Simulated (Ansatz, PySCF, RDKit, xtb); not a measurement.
# Isomers of HfHSeCl3, a sample narrowed down, part 2 of 2

Which of a sample of isomers of HfHSeCl3 is the most stable in the gas at 298.15 K, and what are its properties? The sample is small against all isomers, and the most stable one of this formula need not be in it. One structure proposed beforehand is put among the starts (marked given), to see whether the search confirms or beats it.

xtb, Ansatz and PySCF; isolated molecules. Earlier steps stand in the parts before.

### Step 12. The ranking

Energies in kcal/mol from c448a; G adds the thermal terms to the CCSD(T)/def2-SVP + MP2/def2-TZVPP - MP2/def2-SVP energy. The columns left of the relaxed level are at the tight-binding geometries.

```csv
label,SMILES,spin,r2SCAN-D4/def2-SVP,PBE0-D4/def2-SVP,HF/def2-SVP,MP2/def2-SVP,CCSD(T)/def2-SVP + MP2/def2-TZVPP - MP2/def2-SVP,G,share at equilibrium,T1
c448a,[Cl][Hf]([Cl])([Cl])[SeH],singlet,0.0,0.0,0.0,0.0,0.0,0.0,100.0 %,0.014
c615,[Cl][HfH]1([Cl])[Cl][Se]1 ‡,singlet,58.0,61.0,65.1,66.3,58.2,58.5,< 0.1 %,0.015
c466,[Cl][HfH]([Cl])([Cl])[Se] ‡,triplet,70.3,65.2,55.0,70.4,68.5,67.4,< 0.1 %,0.015
```

‡ marks the bonded skeleton alone, with all bonds drawn single: no Lewis structure was assigned that passes a check against the bond lengths.

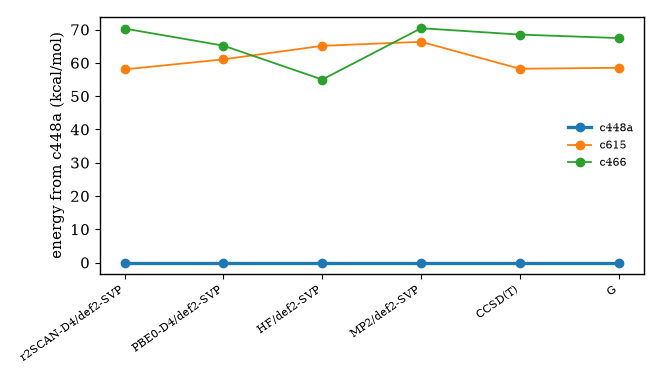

The finalists at each level, measured from c448a.

Lowest found: c448a, `[Cl][Hf]([Cl])([Cl])[SeH]`, a singlet. Bond lengths: Cl1–Hf4 2.333 Å, Cl2–Hf4 2.333 Å, Cl3–Hf4 2.325 Å, Hf4–Se5 2.545 Å, Se5–H6 1.477 Å. Angles: Cl1–Hf4–Cl2 109.0°, Cl1–Hf4–Cl3 112.8°, Cl1–Hf4–Se5 108.7°, Cl2–Hf4–Cl3 112.7°, Cl2–Hf4–Se5 108.7°, Cl3–Hf4–Se5 104.7°, Hf4–Se5–H6 88.7°.

```xyz
6

Cl   -2.2813   -0.5036   -0.6832
Cl    0.9503    0.9807   -2.0189
Cl    1.0233   -2.5028   -0.3157
Hf    0.0298   -0.4014   -0.3799
Se    0.5097    0.6093    1.9064
H    -0.2317    1.8178    1.4912
```

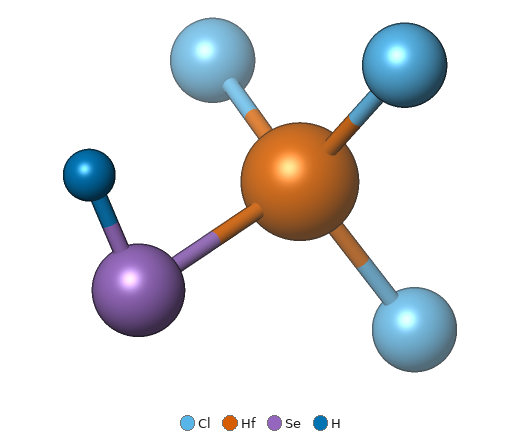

The lowest structure found, seen from a chosen angle (chlorine blue, hafnium orange, selenium purple, hydrogen blue).

### Step 13. Density, orbitals and dipole (PBE0/def2-TZVPD)

input.yaml

```yaml
crystal:
  periodic: [false, false, false]
  atoms:
    - {symbol: Cl, position_ang: [-2.281348, -0.503621, -0.683177]}
    - {symbol: Cl, position_ang: [0.950264, 0.980743, -2.018861]}
    - {symbol: Cl, position_ang: [1.023323, -2.502807, -0.315746]}
    - {symbol: Hf, position_ang: [0.029769, -0.401423, -0.379895]}
    - {symbol: Se, position_ang: [0.509650, 0.609307, 1.906423]}
    - {symbol: H, position_ang: [-0.231658, 1.817812, 1.491247]}
basis:
  gaussian:
    orbitals: def2-TZVPD
total_charge: 0
hamiltonian:
  xc: pbe0
output: {forces: true, orbitals: {seedname: orbitals}}
```

Started as:

```bash
$ ansatz run input.yaml --threads 2 --pin off --max-ram 5220MiB --events-out events.jsonl --progress --plain --runs-dir runs
```

Standard output, shortened:

```text
Warning: RAYON_NUM_THREADS=2 ignored (pool sized by the plan → 2); use --threads N
Functional definition: PBE0
  name "PBE0"
[...]
1867 factors; their error is unknown
[...]
mean field -104229.61541512 eV, -3830.3677171347 hartree, gradient 1.7e-5 eV, S^2 0.000000; 0 other end points of the search recorded, 0 dependent functions left out
[...]
reference -104229.61547917 eV, -3830.3677194886 hartree; 49, 49 occupied and 198, 198 virtual orbitals, 1867 factors
Total energy: -104229.61547917 eV, -3830.3677194886 hartree
Atom 0 at    -2.281348    -0.503621    -0.683177 Å, force     0.132052    -0.014150    -0.005190 eV/Å
Atom 1 at     0.950264     0.980743    -2.018861 Å, force    -0.053109    -0.099169     0.071404 eV/Å
Atom 2 at     1.023323    -2.502807    -0.315746 Å, force    -0.055685     0.098144    -0.025598 eV/Å
Atom 3 at     0.029769    -0.401423    -0.379895 Å, force    -0.043851     0.004870    -0.101921 eV/Å
Atom 4 at     0.509650     0.609307     1.906423 Å, force    -0.005534     0.062416     0.058541 eV/Å
Atom 5 at    -0.231658     1.817812     1.491247 Å, force     0.026127    -0.052111     0.002764 eV/Å
Dipole moment:    -0.018250     0.085519     0.054942 e Å
```

Run time: 17 s. Hardware: 2 threads of Intel Xeon Platinum 8488C (Sapphire Rapids), shared host; peak memory 1.1 GiB.

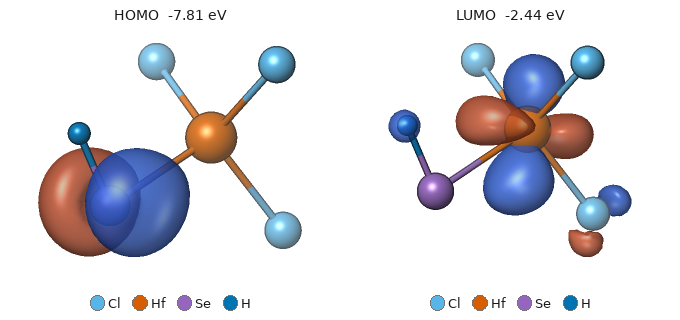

Frontier orbitals of this run, surfaces at ±0.2 Å^-3/2.

### Step 14. Electronic excitations (TD-CAM-B3LYP/def2-SVPD)

An in-house driver calls PySCF's response routines at TD-CAM-B3LYP/def2-SVPD; it has no typed input.

Standard output:

```text
coarse grid: 37592 points
cycle   1  E = -3830.3638889966  dE = -1.343e+01  |g| = 5.987e-01  |ddm| = 7.647e+00
cycle   2  E = -3830.3570459378  dE =  6.843e-03  |g| = 5.919e-01  |ddm| = 1.568e+00
cycle   3  E = -3830.4660493976  dE = -1.090e-01  |g| = 1.186e-01  |ddm| = 7.948e-01
cycle   4  E = -3830.4698134056  dE = -3.764e-03  |g| = 2.868e-02  |ddm| = 1.760e-01
cycle   5  E = -3830.4700516464  dE = -2.382e-04  |g| = 5.715e-03  |ddm| = 4.306e-02
cycle   6  E = -3830.4700631627  dE = -1.152e-05  |g| = 2.515e-03  |ddm| = 1.163e-02
cycle   7  E = -3830.4700651610  dE = -1.998e-06  |g| = 5.646e-04  |ddm| = 3.709e-03
final grid: 69064 points
cycle   8  E = -3830.4701336719  dE = -3.306e-07  |g| = 3.447e-04  |ddm| = 1.912e-03
cycle   9  E = -3830.4701337200  dE = -4.817e-08  |g| = 2.609e-04  |ddm| = 7.710e-04
cycle  10  E = -3830.4701337339  dE = -1.393e-08  |g| = 5.394e-05  |ddm| = 3.024e-04
cycle  11  E = -3830.4701337377  dE = -3.793e-09  |g| = 4.086e-05  |ddm| = 2.276e-04
cycle  12  E = -3830.4701337384  dE = -7.058e-10  |g| = 9.776e-06  |ddm| = 7.448e-05
converged SCF energy = -3830.4701337384

Static polarisability (au): isotropic 109.576, principal 103.676 105.664 119.387

Singlet excitations
state   eV       nm        f      main configurations
  1   4.0967    302.6   0.00129   H->L 0.97
  2   4.7966    258.5   0.05129   H->L+1 0.90
  3   5.1349    241.5   0.00633   H->L+3 0.60, H->L+2 0.31
  4   5.2307    237.0   0.00244   H->L+2 0.64, H->L+3 0.32
  5   5.2685    235.3   0.00966   H-1->L 0.89
  6   5.4981    225.5   0.02745   H->L+4 0.90
  7   5.5195    224.6   0.00251   H-1->L+1 0.92
  8   5.8892    210.5   0.01969   H->L+5 0.76, H->L+6 0.09

Triplet excitations (Tamm-Dancoff, eV): 3.9582 4.1390 4.8130
```

It took 22 s on 2 threads of Intel Xeon Platinum 8488C (Sapphire Rapids), shared host; peak memory 0.79 GiB.

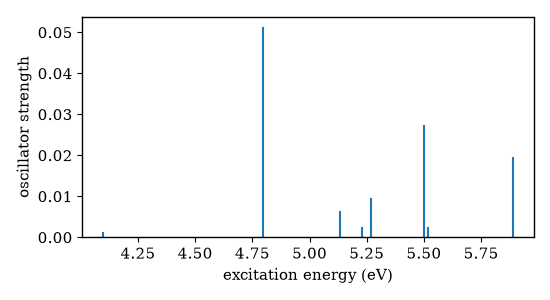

Vertical excitations as sticks.

The roots found:

```csv
excited state,energy (eV),strength
1,4.097,0.0013
2,4.797,0.0513
3,5.135,0.0063
4,5.231,0.0024
5,5.269,0.0097
6,5.498,0.0274
7,5.519,0.0025
8,5.889,0.0197
```

### Step 15. The cation at the same geometry (PBE0/def2-TZVPD)

Changes to input.yaml since step 13:

```diff
@@ -12,5 +12,7 @@
     orbitals: def2-TZVPD
-total_charge: 0
+magnetization:
+  spin_polarized: true
+  initial_magnetization: 1
 hamiltonian:
   xc: pbe0
-output: {forces: true, orbitals: {seedname: orbitals}}
+total_charge: 1
```

Started as:

```bash
$ ansatz run input.yaml --threads 2 --pin off --max-ram 5220MiB --events-out events.jsonl --progress --plain --runs-dir runs
```

Standard output:

```text
Warning: RAYON_NUM_THREADS=2 ignored (pool sized by the plan → 2); use --threads N
Functional definition: PBE0
  name "PBE0"
  parameter a = 0.25
  parameter kappa = 0.804
  parameter beta = 0.06672455060314922
  exchange = (1 - a)*pbe_x(kappa = kappa, mu = beta*pi^2/3) + a*exact_x
  correlation = pbe_c(beta = beta)
1867 factors; their error is unknown
mean field evaluation 1: about -104215.8872 eV, gradient 2.6e1 eV
mean field evaluation 2: about -104202.8004 eV, gradient 5.3e1 eV
mean field evaluation 4: about -104219.4263 eV, gradient 3.0e0 eV
mean field evaluation 8: about -104219.5095 eV, gradient 1.7e-1 eV
mean field evaluation 16: about -104219.8870 eV, gradient 7.3e-4 eV
mean field -104219.88700724 eV, -3830.0102047395 hartree, gradient 1.9e-5 eV, S^2 0.755564; 2 other end points of the search recorded, 0 dependent functions left out
reference -104219.88706823 eV, -3830.0102069808 hartree; 49, 48 occupied and 198, 199 virtual orbitals, 1867 factors
Total energy: -104219.88706823 eV, -3830.0102069808 hartree
```

It took 26 s on 2 threads of Intel Xeon Platinum 8488C (Sapphire Rapids), shared host; peak memory 1.5 GiB.

Difference from the parent: 9.73 eV.

### Step 16. The anion at the same geometry (PBE0/def2-TZVPD)

input.yaml

```yaml
crystal:
  periodic: [false, false, false]
  atoms:
    - symbol: Cl
      position_ang: [-2.281348, -0.503621, -0.683177]
    - symbol: Cl
      position_ang: [0.950264, 0.980743, -2.018861]
    - symbol: Cl
      position_ang: [1.023323, -2.502807, -0.315746]
    - symbol: Hf
      position_ang: [0.029769, -0.401423, -0.379895]
    - symbol: Se
      position_ang: [0.509650, 0.609307, 1.906423]
    - symbol: H
      position_ang: [-0.231658, 1.817812, 1.491247]
basis:
  gaussian: {orbitals: def2-TZVPD}
scf: {lower_state_search: off}
magnetization: {spin_polarized: true, initial_magnetization: 1}
hamiltonian: {xc: pbe0}
total_charge: -1
```

Started as:

```bash
$ ansatz run input.yaml --threads 2 --pin off --max-ram 5220MiB --events-out events.jsonl --progress --plain --runs-dir runs
```

Standard output, shortened:

```text
Warning: RAYON_NUM_THREADS=2 ignored (pool sized by the plan → 2); use --threads N
Functional definition: PBE0
  name "PBE0"
[...]
1867 factors; their error is unknown
[...]
mean field -104230.49283702 eV, -3830.3999617948 hartree, gradient 8.0e-6 eV, S^2 0.753660; 0 other end points of the search recorded, 0 dependent functions left out
reference -104230.49289305 eV, -3830.3999638541 hartree; 50, 49 occupied and 197, 198 virtual orbitals, 1867 factors
Total energy: -104230.49289305 eV, -3830.3999638541 hartree
Checks for a lower state left out: stability, starts, cluster_reference, orbital_swaps, neighbouring_geometries, increment
```

Run time: 29 s. Hardware: 2 threads of Intel Xeon Platinum 8488C (Sapphire Rapids), shared host; peak memory 1.3 GiB.

Parent less the species with the added electron: 0.88 eV.

### Step 17. The triplet at the same geometry (PBE0/def2-TZVPD)

input.yaml

```yaml
crystal:
  periodic: [false, false, false]
  atoms:
    - {symbol: Cl, position_ang: [-2.281348, -0.503621, -0.683177]}
    - {symbol: Cl, position_ang: [0.950264, 0.980743, -2.018861]}
    - {symbol: Cl, position_ang: [1.023323, -2.502807, -0.315746]}
    - {symbol: Hf, position_ang: [0.029769, -0.401423, -0.379895]}
    - {symbol: Se, position_ang: [0.509650, 0.609307, 1.906423]}
    - {symbol: H, position_ang: [-0.231658, 1.817812, 1.491247]}
basis:
  gaussian:
    orbitals: def2-TZVPD
magnetization:
  spin_polarized: true
  initial_magnetization: 2
hamiltonian:
  xc: pbe0
```

Started as:

```bash
$ ansatz run input.yaml --threads 2 --pin off --max-ram 5220MiB --events-out events.jsonl --progress --plain --runs-dir runs
```

Standard output:

```text
Warning: RAYON_NUM_THREADS=2 ignored (pool sized by the plan → 2); use --threads N
Functional definition: PBE0
  name "PBE0"
  parameter a = 0.25
  parameter kappa = 0.804
  parameter beta = 0.06672455060314922
  exchange = (1 - a)*pbe_x(kappa = kappa, mu = beta*pi^2/3) + a*exact_x
  correlation = pbe_c(beta = beta)
1867 factors; their error is unknown
mean field evaluation 1: about -104223.4599 eV, gradient 1.8e1 eV
mean field evaluation 2: about -104214.1492 eV, gradient 3.8e1 eV
mean field evaluation 4: about -104225.1477 eV, gradient 3.8e0 eV
mean field evaluation 8: about -104225.2774 eV, gradient 1.7e-1 eV
mean field evaluation 16: about -104225.6562 eV, gradient 4.9e-3 eV
mean field evaluation 32: about -104225.6562 eV, gradient 8.2e-5 eV
mean field -104225.65616290 eV, -3830.2222172993 hartree, gradient 1.2e-5 eV, S^2 2.005799; 6 other end points of the search recorded, 0 dependent functions left out
reference -104225.65623139 eV, -3830.2222198163 hartree; 50, 48 occupied and 197, 199 virtual orbitals, 1867 factors
Total energy: -104225.65623139 eV, -3830.2222198163 hartree
```

Wall time 89 s (2 threads of Intel Xeon Platinum 8488C (Sapphire Rapids), shared host); peak memory 2.1 GiB.

It lies 3.96 eV above the singlet.

### Step 18. Summary of results

This closing draws on all 2 parts.

```
                                           quantity                                                                   value
                             lowest structure found                                      [Cl][Hf]([Cl])([Cl])[SeH], singlet
                                      next finalist         [Cl][HfH]1([Cl])[Cl][Se]1 ‡, singlet, 58.5 kcal/mol higher in G
          share at equilibrium, among the finalists                                                                 100.0 %
                                             funnel  10 starts, 3 minima at GFN2-xTB, 5 screening runs, 3 relaxed, 3 ranked
                               CPU time of all runs                                                                  28 min
                    dipole moment (PBE0/def2-TZVPD)                                                                  0.50 D
                      HOMO energy (PBE0/def2-TZVPD)                                                                -7.81 eV
                      LUMO energy (PBE0/def2-TZVPD)                                                                -2.44 eV
                    HOMO–LUMO gap (PBE0/def2-TZVPD)                                                                 5.37 eV
         lowest excitation (TD-CAM-B3LYP/def2-SVPD)                                                     4.10 eV (f = 0.001)
       strongest of the states computed, same level                                                     4.80 eV (f = 0.051)
lowest triplet excitation, same level, Tamm-Dancoff                                                                 3.96 eV
                         vertical ionisation energy                                                                 9.73 eV
                         vertical electron affinity                                                                 0.88 eV
                      vertical triplet less singlet                                                                +3.96 eV
```

**Reading.** `[Cl][Hf]([Cl])([Cl])[SeH]` comes out lowest. Among the finalists first place is clear (58.5 kcal/mol); structures outside the list aren't covered. r2SCAN-D4/def2-SVP, PBE0-D4/def2-SVP, HF/def2-SVP and MP2/def2-SVP already put its bonding pattern lowest among the structures in one piece. The largest share of the time went into the relaxations (46 %). It still has an imaginary mode, so it is no strict minimum; a nearby shape lies a little lower. Spin-orbit coupling, which matters for elements this heavy, is left out. The structure proposed beforehand is the winner. Lowest found is not proven lowest: the search is finite, and each finalist counts with one conformer. Only 1 drawn pattern was tried, so whole families of isomers are missing, and the result ranks this sample alone. The lowest isomer need not be the one that is made and kept in a bottle, which depends on barriers.

‡ marks the bonded skeleton alone, with all bonds drawn single: no Lewis structure was assigned that passes a check against the bond lengths.
